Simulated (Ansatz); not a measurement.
# C$_{2}$HF$_{3}$Si (SMILES C#C[Si](F)(F)F): what the fields show

Input

```
crystal:
  periodic: [false, false, false]
  atoms:
    - {symbol: C, position_ang: [0.739276, -1.721827, 0.687317]}
    - {symbol: C, position_ang: [0.292628, -0.675058, 0.263084]}
    - {symbol: F, position_ang: [-1.759837, 0.642492, -1.112160]}
    - {symbol: F, position_ang: [0.639139, 1.548053, -1.403575]}
    - {symbol: F, position_ang: [-0.616681, 1.913605, 0.821133]}
    - {symbol: Si, position_ang: [-0.368558, 0.874552, -0.364908]}
    - {symbol: H, position_ang: [1.135233, -2.649818, 1.063410]}
basis:
  gaussian: {orbitals: def2-TZVPD}
hamiltonian: {xc: pbe0}
output: {forces: true, orbitals: {seedname: orbitals}}
```

Launched as:

```sh
ansatz run input.yaml --threads 2 --pin off --max-ram 5220MiB --events-out events.jsonl --progress --plain --runs-dir runs
```

Geometry: PBE0-D4/def2-SVP.

Method: Ansatz, isolated molecule in a Gaussian basis; Kohn-Sham density functional theory, functional PBE0.

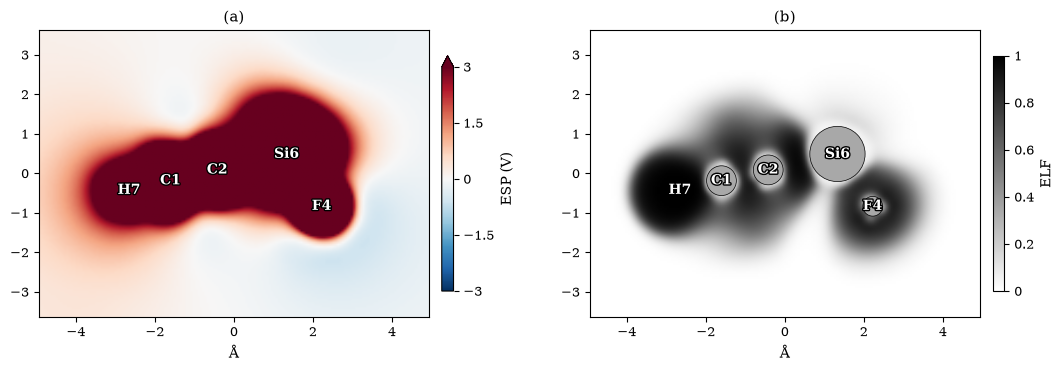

Figure 1. (a) electrostatic potential; (b) electron localisation function on the plane of atoms C2, Si6 and F4. Grey discs cover the atomic cores in the ELF map.

**What do the fields say about this system?**

Atoms in the plane: C, F, Si and H. C–C (1.21 Å): the ELF peaks at about 0.85 between the atoms: a multiple bond. Si–F (1.60 Å): the ELF peaks at about 0.85 in the valence shell of F, 0.6 Å from its nucleus, and is about 0.55 at the midpoint. C–Si (1.80 Å): the ELF peaks at about 0.95 between the atoms (a shared electron pair). C–H (1.08 Å): the ELF climbs to about 1 towards the hydrogen, as it does in any bond to H: an ordinary covalent bond to hydrogen. The ELF also peaks beside F4, away from the bonds: lone-pair regions. Outside the dense part of the molecule the potential is most negative (−0.6 V) near F4.

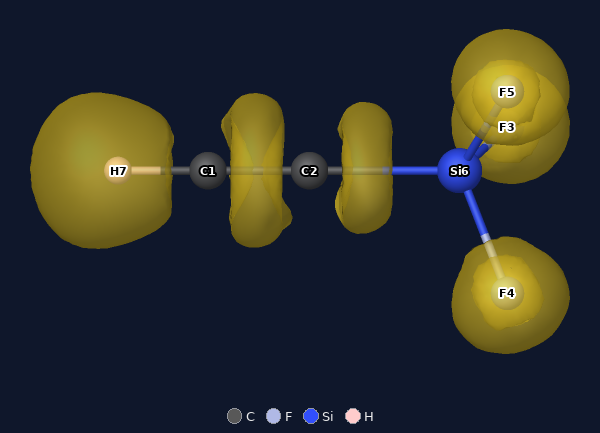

Figure 2. Isosurface of the ELF at 0.8 (yellow), seen from one side. Only the valence region is drawn (cores and ρ < 0.01 e/Å³ removed).

**Where are the electrons localised?**

The surface consists of one region between bonded C–C atoms (shared pairs), one region between bonded C–Si atoms (shared pairs), one region around a hydrogen nucleus and three regions wrapped around F (its lone pairs, merged into a ring or cap).

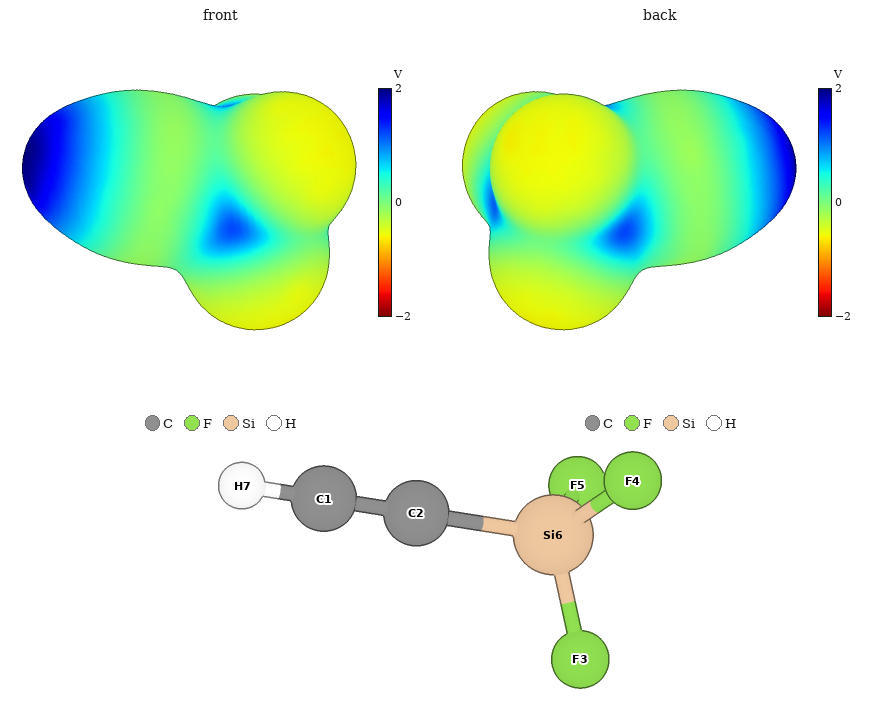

Figure 3. The electrostatic potential painted on the density surface at 0.001 e/bohr³, seen from the front and from behind; the colour scale runs from red (negative) to blue (positive). The bare structure is drawn below in the same view.

**Describe the electrostatic potential map.**

The most negative region (about −0.6 V) lies over F3, F4 and F5, the most positive (about +1.9 V) over H7.

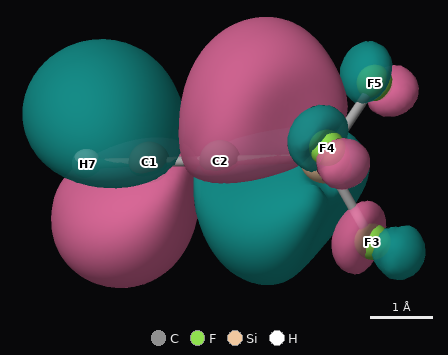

Figure 4. The LUMO at ±0.06 Å⁻³ᐟ² (teal and pink are the two phases), seen at a tilt.

**Where does this orbital lie, and at what energy?**

By Hirshfeld shares it lies mainly on C1 (about 35 %), C2 (about 30 %), Si6 (about 20 %) and H7 (about 5 %); π-antibonding (π*) across C1–C2. It is one of a degenerate set, so its orientation is arbitrary. Its energy is −1.05 eV.
